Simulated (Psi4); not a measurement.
# Property calculation, with input and output: BSiN2H5 (part 1 of 2)

System: BSiN2H5.
Method: B3LYP/cc-pVQZ-DK, RKS, sfX2C (Psi4 1.11).

The geometry comes from this level: PBE0-D4/def2-TZVP.

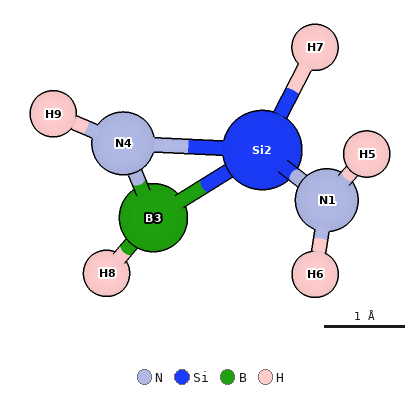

Fig. 1: The structure (ball-and-stick view, seen at an oblique angle; atoms are numbered from 1 in the order of the input).

## Results in brief

| quantity | value |
| --- | --- |
| outcome | converged |
| total energy | −427.669693 hartree |
| basis functions | 374 |
| HOMO | −6.41 eV |
| LUMO | −0.45 eV |
| dipole moment | 1.93 D |
| hardware | 1 thread of INTEL XEON PLATINUM @ 2.30GHz (Emerald Rapids), 24 GiB of memory available, shared host |
| wall time | 54 s |
| peak memory | 1.4 GiB |

## Input file (input.in)
```
memory 1.6 GB

molecule molecule1 {
  N     -1.20526732     3.00107406     0.41233824
  Si     0.48925009     0.33164693     1.00249971
  B     -0.44200694    -3.07231673     0.20824782
  N      1.22926684    -1.83605790    -1.39537377
  H     -0.41819639     4.73055141     0.40232269
  H     -2.95137426     2.98066502    -0.33504844
  H      2.72347329     1.17333095     2.46647054
  H     -1.40085398    -5.10679588     0.21618467
  H      2.14294943    -2.28959217    -3.01014474
  units bohr
  symmetry c1
}

set globals {
  puream true
  scf_type df
  dft_radial_points 99
  dft_spherical_points 590
  relativistic x2c
}

energy_value, wavefunction = energy('b3lyp/cc-pVQZ-DK', return_wfn=True)
oeprop(wavefunction, 'DIPOLE', 'QUADRUPOLE', 'MULLIKEN_CHARGES', 'LOWDIN_CHARGES')
print_variables()
```

Command:
```bash
psi4 -i input.in -o input.out -n 1
```

## The program's output
```
Psi4 1.11 release

Relativistic analytic gradients are not implemented yet, re-routing to finite differences.

   => Loading Basis Set <=

    Name: CC-PVQZ-DK
    Role: ORBITAL
    Keyword: BASIS

         ---------------------------------------------------------
                                   SCF
                              RKS Reference
                        1 Threads,   1525 MiB Core
         ---------------------------------------------------------

  ==> Geometry <==

    Molecular point group: c1
    Full point group: C1

    Geometry (in Bohr), charge = 0, multiplicity = 1:

       Center              X                  Y                   Z               Mass
    ------------   -----------------  -----------------  -----------------  -----------------
         N           -1.333743613474     3.094533158370     0.185885192609    14.003074004430
         SI           0.360773796526     0.425106028370     0.776046662609    27.976926534650
         B           -0.570483233474    -2.978857631630    -0.018205227391    11.009305360000
         N            1.100790546526    -1.742598801630    -1.621826817391    14.003074004430
         H           -0.546672683474     4.824010508370     0.175869642609     1.007825032230
         H           -3.079850553474     3.074124118370    -0.561501487391     1.007825032230
         H            2.594996996526     1.266790048370     2.240017492609     1.007825032230
         H           -1.529330273474    -5.013336781630    -0.010268377391     1.007825032230
         H            2.014473136526    -2.196133071630    -3.236597787391     1.007825032230

  Running in c1 symmetry.

  Rotational constants: A =      0.54307  B =      0.14094  C =      0.13840 [cm^-1]
  Rotational constants: A =  16280.91107  B =   4225.29415  C =   4148.98770 [MHz]
  Nuclear repulsion =  149.962674471596983

  Charge       = 0
  Multiplicity = 1
  Electrons    = 38
  Nalpha       = 19
  Nbeta        = 19

  ==> Algorithm <==

  SCF Algorithm Type is DF.
  DIIS enabled.
  MOM disabled.
  Fractional occupation disabled.
  Guess Type is SAD.
  Energy threshold   = 1.00e-06
  Density threshold  = 1.00e-06
  Integral threshold = 1.00e-12

  ==> Primary Basis <==

  Basis Set: CC-PVQZ-DK
    Blend: CC-PVQZ-DK
    Number of shells: 112
    Number of basis functions: 374
    Number of Cartesian functions: 459
    Spherical Harmonics?: true
    Max angular momentum: 4

  ==> DFT Potential <==

   => LibXC <=

    Version 7.1.2

   => Composite Functional: B3LYP <=

    B3LYP Hyb-GGA Exchange-Correlation Functional

    Deriv               =              1
    GGA                 =           TRUE
    Meta                =          FALSE

    Exchange Hybrid     =           TRUE
    MP2 Hybrid          =          FALSE

   => Exchange Functionals <=

    0.0800   Slater exchange
    0.7200         Becke 88

   => Exact (HF) Exchange <=

    0.2000               HF

   => Correlation Functionals <=

    0.1900   Vosko, Wilk & Nusair (VWN5_RPA)
    0.8100   Lee, Yang & Parr

   => LibXC Density Thresholds  <==

    XC_HYB_GGA_XC_B3LYP:  1.00E-15

   => Molecular Quadrature <=

    Radial Scheme          =       TREUTLER
    Pruning Scheme         =           NONE
    Nuclear Scheme         =       TREUTLER

    Blocking Scheme        =         OCTREE
    BS radius alpha        =              1
    Pruning alpha          =              1
    Radial Points          =             99
    Spherical Points       =            590
    Total Points           =         501548
    Total Blocks           =           3534
    Max Points             =            256
    Max Functions          =            354
    Weights Tolerance      =       1.00E-15

   => Loading Basis Set <=

    Name: (CC-PVQZ-DK AUX)
    Role: JKFIT
    Keyword: DF_BASIS_SCF

   => Loading Basis Set <=

    Name: (CC-PVQZ-DK AUX)
    Role: DECON
    Keyword: BASIS_RELATIVISTIC

  ==> Integral Setup <==

  DFHelper Memory: AOs need 0.460 GiB; user supplied 0.460 GiB.
  SCF_SUBTYPE=INCORE selected. In-core MEM_DF algorithm will be used.
  Using in-core AOs.

  ==> MemDFJK: Density-Fitted J/K Matrices <==

    J tasked:                   Yes
    K tasked:                   Yes
    wK tasked:                   No
    Memory [MiB]:               471
    Algorithm:                 Core
    Schwarz Cutoff:           1E-12
    Mask sparsity (%):       7.8112
    Fitting Condition:        1E-10

   => Auxiliary Basis Set <=

  Basis Set: (CC-PVQZ-DK AUX)
    Blend: DEF2-UNIVERSAL-JKFIT
    Number of shells: 143
    Number of basis functions: 447
    Number of Cartesian functions: 530
    Spherical Harmonics?: true
    Max angular momentum: 4

  Cached 16.7% of DFT collocation blocks in 0.583 [GiB].

 OEINTS: Using relativistic (X2C) overlap, kinetic, and potential integrals.
         ------------------------------------------------------------
         Spin-Free X2C Integrals at the One-Electron Level (SFX2C-1e)
         ------------------------------------------------------------

  ==> X2C Options <==

    Computational Basis: CC-PVQZ-DK
    X2C Basis: (CC-PVQZ-DK AUX)
    The X2C Hamiltonian will be computed in the X2C Basis

    Comparing only 374 out of 451 elements of H_Dirac

    The 1-norm of |H_X2C - H_Dirac| is: 121.168935676395

    WARNING: The X2C and Dirac Hamiltonians have substatially different eigenvalues!
             This is probably caused by the recontraction of the basis set.

  Minimum eigenvalue in the overlap matrix is 8.4258582573E-05.
  Reciprocal condition number of the overlap matrix is 1.0376580730E-05.
    Using symmetric orthogonalization.

  ==> Pre-Iterations <==

  SCF Guess: Superposition of Atomic Densities via on-the-fly atomic UHF (no occupation information).

   -------------------------
    Irrep   Nso     Nmo
   -------------------------
     A        374     374
   -------------------------
    Total     374     374
   -------------------------

  ==> Iterations <==

                           Total Energy        Delta E     RMS |[F,P]|

   @DF-RKS iter SAD:  -427.08428606617861   -4.27084e+02   0.00000e+00
   @DF-RKS iter   1:  -427.03936139111443    4.49247e-02   3.27764e-03 ADIIS/DIIS
   @DF-RKS iter   2:  -425.90174549305550    1.13762e+00   4.89525e-03 ADIIS/DIIS
   @DF-RKS iter   3:  -427.63634600276487   -1.73460e+00   6.82013e-04 ADIIS/DIIS
   @DF-RKS iter   4:  -427.65256999790824   -1.62240e-02   5.19832e-04 ADIIS/DIIS
   @DF-RKS iter   5:  -427.66912618186785   -1.65562e-02   9.30112e-05 DIIS
   @DF-RKS iter   6:  -427.66963736735460   -5.11185e-04   2.65700e-05 DIIS
   @DF-RKS iter   7:  -427.66968990269038   -5.25353e-05   5.75103e-06 DIIS
   @DF-RKS iter   8:  -427.66969264680296   -2.74411e-06   1.21019e-06 DIIS
   @DF-RKS iter   9:  -427.66969276751996   -1.20717e-07   2.47479e-07 DIIS
  Energy and wave function converged.

  ==> Post-Iterations <==

   Electrons on quadrature grid:
      Ntotal   =   38.0000006289 ; deviation = 6.289e-07

    Orbital Energies [Eh]
    ---------------------

    Doubly Occupied:

       1A    -66.294620     2A    -14.310882     3A    -14.302615
       4A     -6.739804     5A     -5.305088     6A     -3.640835
       7A     -3.638778     8A     -3.637616     9A     -0.867874
      10A     -0.847361    11A     -0.578103    12A     -0.505888
      13A     -0.491683    14A     -0.433212    15A     -0.386042
      16A     -0.345745    17A     -0.306474    18A     -0.283921
      19A     -0.235532

    Virtual:

      20A     -0.016537    21A      0.019988    22A      0.021154
      23A      0.035041    24A      0.064172    25A      0.075956
      26A      0.087233    27A      0.088008    28A      0.102891
      29A      0.121550    30A      0.132200    31A      0.138696
      32A      0.141340    33A      0.172402    34A      0.204903
      35A      0.231945    36A      0.234112    37A      0.243053
      38A      0.274237    39A      0.282062    40A      0.301168
      41A      0.324011    42A      0.341572    43A      0.356124
      44A      0.367059    45A      0.373691    46A      0.386620
      47A      0.394929    48A      0.396126    49A      0.407209
      50A      0.414866    51A      0.442889    52A      0.465842
      53A      0.472019    54A      0.494224    55A      0.514655
      56A      0.518049    57A      0.547596    58A      0.574311
      59A      0.590688    60A      0.614319    61A      0.655893
      62A      0.665931    63A      0.680092    64A      0.688100
      65A      0.696479    66A      0.709053    67A      0.721282
      68A      0.743957    69A      0.762382    70A      0.772077
      71A      0.805679    72A      0.822288    73A      0.842611
      74A      0.853633    75A      0.857271    76A      0.866170
      77A      0.890278    78A      0.916013    79A      0.935091
      80A      0.937260    81A      0.964422    82A      0.978770
      83A      0.988096    84A      1.004236    85A      1.025032
      86A      1.038013    87A      1.042953    88A      1.048436
      89A      1.078239    90A      1.096744    91A      1.117564
      92A      1.121502    93A      1.133877    94A      1.165484
      95A      1.180404    96A      1.204672    97A      1.219131
      98A      1.228471    99A      1.265014   100A      1.287462
     101A      1.310977   102A      1.318799   103A      1.332176
     104A      1.374667   105A      1.388296   106A      1.393821
     107A      1.411731   108A      1.439344   109A      1.489552
     110A      1.532965   111A      1.568643   112A      1.603708
     113A      1.650770   114A      1.676088   115A      1.720015
     116A      1.732778   117A      1.764384   118A      1.813504
     119A      1.851723   120A      1.886687   121A      1.892442
     122A      1.918429   123A      1.943592   124A      1.963513
     125A      1.968891   126A      1.989302   127A      2.023331
     128A      2.072037   129A      2.081608   130A      2.093879
     131A      2.117289   132A      2.151365   133A      2.158472
     134A      2.186552   135A      2.199726   136A      2.200602
     137A      2.215420   138A      2.221729   139A      2.255949
     140A      2.282313   141A      2.299603   142A      2.303130
     143A      2.315456   144A      2.346817   145A      2.359110
     146A      2.361587   147A      2.391148   148A      2.405766
     149A      2.415000   150A      2.430887   151A      2.450768
     152A      2.465625   153A      2.495328   154A      2.501465
     155A      2.516143   156A      2.536694   157A      2.555837
     158A      2.566518   159A      2.587654   160A      2.602595
     161A      2.651039   162A      2.664568   163A      2.677054
     164A      2.685984   165A      2.715297   166A      2.720815
     167A      2.729909   168A      2.758004   169A      2.767407
     170A      2.796164   171A      2.810649   172A      2.825245
     173A      2.849370   174A      2.881462   175A      2.883004
     176A      2.907704   177A      2.940877   178A      2.976650
     179A      2.991956   180A      3.005420   181A      3.022743
     182A      3.050921   183A      3.071234   184A      3.125480
     185A      3.161819   186A      3.175451   187A      3.233820
     188A      3.239194   189A      3.265090   190A      3.277563
     191A      3.305944   192A      3.366501   193A      3.385552
     194A      3.388502   195A      3.452334   196A      3.483666
```
